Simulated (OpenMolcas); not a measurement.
Cl⁵⁺: multiconfigurational calculation (part 2 of 2)

The same run, continued: Cl⁵⁺. Method: state-averaged RASSCF, active space 2 electrons in the shells 3s 3p 3d; RAS3 3d with at most 2 electrons, basis ANO-RCC-VQZP, DKH2 scalar Hamiltonian, spin-orbit coupling by RASSI with atomic mean-field integrals (OpenMolcas).

## Log (extracts), continued
```
--- RASSCF ---
Wave function specifications:
      -----------------------------

      Number of closed shell electrons          10
      Number of electrons in active shells       2
      Max number of holes in RAS1 space          0
      Max nr of electrons in RAS3 space          2
      Number of inactive orbitals                5
      Number of active orbitals                  9
      Number of secondary orbitals              45
      Spin quantum number                      0.0
      State symmetry                             2
Orbital specifications:
      -----------------------

      Symmetry species                           1   2
                                                ag  au
      Frozen orbitals                            0   0
      Inactive orbitals                          2   3
      Active orbitals                            6   3
      RAS1 orbitals                              0   0
      RAS2 orbitals                              1   3
      RAS3 orbitals                              5   0
      Secondary orbitals                        22  23
      Deleted orbitals                           0   0
      Number of basis functions                 30  29
      Number of CSFs                            18
      Number of root(s) required                 3
      Iter CI   SX   CI       RASSCF       Energy    max ROT     max BLB   max BLB  Level Ln srch  Step   QN
          iter iter root      energy       change     param      element    value   shift minimum  type update
 Nr of preliminary CI iterations:   1
        1   1    8    0  -453.18097318    0.00E+00  -2.09E-02    3   9 1 -2.23E-02*  0.00   0.00    SX    NO
        2   1    7    0  -453.18278967   -1.82E-03*  5.61E-03    3  10 1 -2.95E-03*  0.00   0.00    SX    NO
        3   1    5    0  -453.18280876   -1.91E-05*  2.69E-04    3  13 2  4.80E-04   0.00   0.00    SX    NO
        4   1    5    0  -453.18280913   -3.73E-07*  8.12E-05    3  10 1 -8.18E-05   0.00   0.00    SX    NO
        5   1    4    0  -453.18280914   -9.73E-09   7.33E-06    3  13 2  1.03E-05   0.00   1.06    QN   YES
      Convergence after  5 iterations
        6   1    4    0  -453.18280914   -2.95E-10   7.33E-06    1   6 2 -3.00E-07   0.00   1.06    QN   YES
      Natural orbitals and occupation numbers for root  1
      sym 1:   0.977044  -0.000000  -0.000000   0.011478   0.011478  -0.000000
      sym 2:   0.011478   0.977044   0.011478
      Natural orbitals and occupation numbers for root  2
      sym 1:   0.977044   0.011478  -0.000000  -0.000000   0.011478  -0.000000
      sym 2:   0.011478   0.011478   0.977044
      Natural orbitals and occupation numbers for root  3
      sym 1:   0.977044   0.011478   0.000000   0.011478  -0.000000  -0.000000
      sym 2:   0.977044   0.011478   0.011478
::    RASSCF root number  1 Total energy:   -453.18280914
::    RASSCF root number  2 Total energy:   -453.18280914
::    RASSCF root number  3 Total energy:   -453.18280914
--- RASSI ---
SPIN-FREE ENERGIES:
  (Shifted by EMIN (a.u.) =       -453.8735528493)

 SF State       Relative EMIN(au)   Rel lowest level(eV)    D:o, cm**(-1)      L_eff

     4             0.0000000000        0.0000000000              0.0000         0.0
    11             0.4443794645       12.0921812483          97530.0192         1.0
    12             0.4443794645       12.0921812483          97530.0192         1.0
    13             0.4443794645       12.0921812483          97530.0192         1.0
    14             0.6907437106       18.7960939067         151600.7213         1.0
    15             0.6907437106       18.7960939067         151600.7213         1.0
    16             0.6907437106       18.7960939067         151600.7213         1.0
     8             1.0522472824       28.6331072270         230941.5844         2.0
     9             1.0522472824       28.6331072270         230941.5844         2.0
     5             1.0522472824       28.6331072270         230941.5844         2.0
     6             1.0522472824       28.6331072270         230941.5844         2.0
     7             1.0522472824       28.6331072270         230941.5844         2.0
     1             1.0741314761       29.2286064758         235744.6098         1.0
     2             1.0741314761       29.2286064758         235744.6098         1.0
     3             1.0741314761       29.2286064758         235744.6098         1.0
    10             1.2768362996       34.7444857215         280233.1762         0.0
     Dipole printing threshold changed to   1.00000000E+00

++ Dipole transition strengths (spin-free states):
   -----------------------------------------------
     for osc. strength at least  1.00000000E+00

  ( Max oscillator strength is only   0.44334113671620634      )
--
Eigenvalues of complex Hamiltonian:
   -----------------------------------
  (Shifted by EMIN (a.u.) =       -453.8735528493)

 SO State       Relative EMIN(au)   Rel lowest level(eV)    D:o, cm**(-1)     J-value

     1            -0.0000014586        0.0000000000              0.0000         0.0
     2             0.4396887572       11.9645802915          96500.8480         0.0
     3             0.4419926585       12.0272726390          97006.4959         0.6
     4             0.4419926585       12.0272726390          97006.4959         1.0
     5             0.4419926585       12.0272726390          97006.4959         0.6
     6             0.4467248182       12.1560412640          98045.0849         1.8
     7             0.4467248182       12.1560412640          98045.0849         2.0
     8             0.4467248182       12.1560412640          98045.0849         1.8
     9             0.4467248182       12.1560412640          98045.0849         1.1
    10             0.4467248182       12.1560412640          98045.0849         1.1
    11             0.6907851630       18.7972615748         151610.1391         0.7
    12             0.6907851630       18.7972615748         151610.1391         0.6
    13             0.6907851630       18.7972615748         151610.1391         0.9
    14             1.0518942167       28.6235395124         230864.4156         1.5
    15             1.0518942167       28.6235395124         230864.4156         1.6
    16             1.0518942167       28.6235395124         230864.4156         1.8
    17             1.0518942167       28.6235395124         230864.4156         1.4
    18             1.0518942167       28.6235395124         230864.4156         1.5
    19             1.0693213981       29.0977572772         234689.2398         0.0
    20             1.0718217707       29.1657958806         235238.0081         0.9
    21             1.0718217707       29.1657958806         235238.0081         0.6
    22             1.0718217707       29.1657958806         235238.0081         0.7
    23             1.0767942472       29.3011038601         236329.3406         1.2
    24             1.0767942472       29.3011038601         236329.3406         1.1
    25             1.0767942472       29.3011038601         236329.3406         1.8
    26             1.0767942472       29.3011038601         236329.3406         1.8
    27             1.0767942472       29.3011038601         236329.3406         1.8
    28             1.2770284254       34.7497534212         280275.6630         0.0
Weights of the five most important spin-orbit-free states for each spin-orbit state.

 SO State  Total energy (au)           Spin-free states, spin, and weights
 -------------------------------------------------------------------------------------------------------
    1        -0.000001       4 0.0  1.0000    3 1.0  0.0000    2 1.0  0.0000    1 1.0  0.0000   10 0.0  0.0000
    2         0.439689      12 1.0  0.3333   11 1.0  0.3333   13 1.0  0.3333   15 0.0  0.0000   16 0.0  0.0000
    3         0.441993      13 1.0  0.4939   12 1.0  0.4331   11 1.0  0.0729   15 0.0  0.0001   14 0.0  0.0000
    4         0.441993      11 1.0  0.4999   12 1.0  0.4620   13 1.0  0.0379   16 0.0  0.0001   14 0.0  0.0001
    5         0.441993      13 1.0  0.4680   11 1.0  0.4271   12 1.0  0.1047   14 0.0  0.0001   16 0.0  0.0001
    6         0.446725      13 1.0  0.4803   12 1.0  0.2803   11 1.0  0.2395   14 0.0  0.0000   16 0.0  0.0000
    7         0.446725      13 1.0  0.6287   12 1.0  0.2126   11 1.0  0.1587   14 0.0  0.0000   16 0.0  0.0000
    8         0.446725      13 1.0  0.4684   12 1.0  0.2670   11 1.0  0.2646   16 0.0  0.0000   14 0.0  0.0000
    9         0.446725      11 1.0  0.5035   12 1.0  0.4595   13 1.0  0.0370   14 0.0  0.0000   15 0.0  0.0000
   10         0.446725      11 1.0  0.5003   12 1.0  0.4473   13 1.0  0.0524   14 0.0  0.0000   16 0.0  0.0000
   11         0.690785      16 0.0  0.9998   11 1.0  0.0001   12 1.0  0.0001   13 1.0  0.0000   15 0.0  0.0000
   12         0.690785      15 0.0  0.9998   12 1.0  0.0001   13 1.0  0.0001   11 1.0  0.0000   14 0.0  0.0000
```

## Spin-orbit levels, grouped by J and assigned

```tsv
Configuration	Level	E (cm⁻¹)	LS purity (%)	Landé g
3s²	¹S₀	0	100	–
3s 3p	³P°₀	96,500	100	–
3s 3p	³P°₁	97,010	100	1.501
3s 3p	³P°₂	98,050	100	1.501
3s 3p	¹P°₁	151,600	100	1.000
3p²	¹D₂	230,900	99	1.007
3p²	³P₀	234,700	100	–
3p²	³P₁	235,200	100	1.501
3p²	³P₂	236,300	99	1.494
```

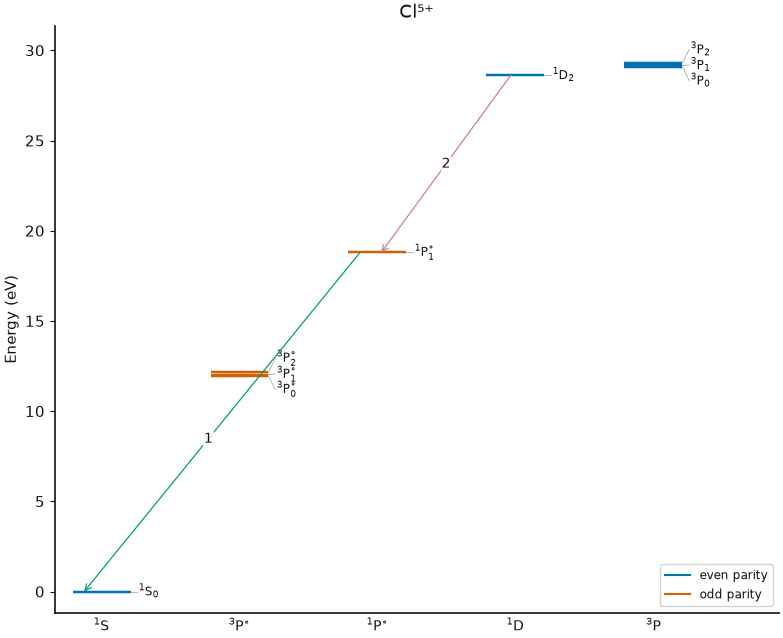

Levels of Cl⁵⁺ with 2 numbered transitions. Rates are at computed energies.

```
No.       Upper       Lower  Type  λ (vacuum)  A (s⁻¹)
  1  3s 3p ¹P°₁     3s² ¹S₀    E1     66.0 nm  6.8×10⁹
  2     3p² ¹D₂  3s 3p ¹P°₁    E1      126 nm  3.7×10⁸
```

Line 1 has the largest rate; it falls in the extreme ultraviolet region.

## Results in brief

```
                                 quantity                    value
                                  outcome                converged
                             lowest level                  3s² ¹S₀
                      first excited level  3s 3p ³P°₀, 96,501 cm⁻¹
      energy of the lowest spin-free term       −453.87355 hartree
    energy of the lowest spin-orbit level       −453.87355 hartree
largest spread among components of a term                 0.0 cm⁻¹
                                wall time                     35 s
```

## Remarks

Without dynamic correlation the gaps between configurations can be off by an electronvolt or more. Caveats: extra active shells serve correlation only, their own levels not computed; only configurations of the active space are included.
